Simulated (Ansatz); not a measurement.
The parent structure is CaO in the rock salt structure (space group Fm-3m, No. 225; a = 4.767 Å).

Now apply this change: an isotropic linear strain of +2.50 %, atoms relaxed at fixed cell.

All numbers come from PBEsol, PAW, 420 eV (Ansatz, an electronic-structure program; spin-orbit coupling left out).

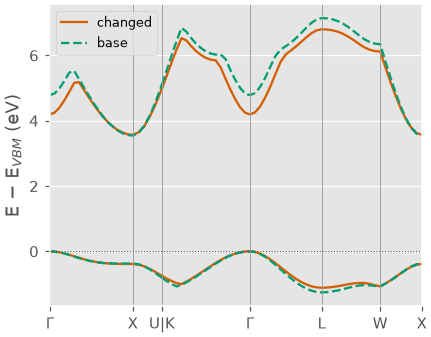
Fig. 1. Highest valence and lowest conduction band along the path, each from its own valence-band maximum

The gap is 3.57 eV, indirect, Γ → X; the base has 3.54 eV.

No phonon test of stability was made.
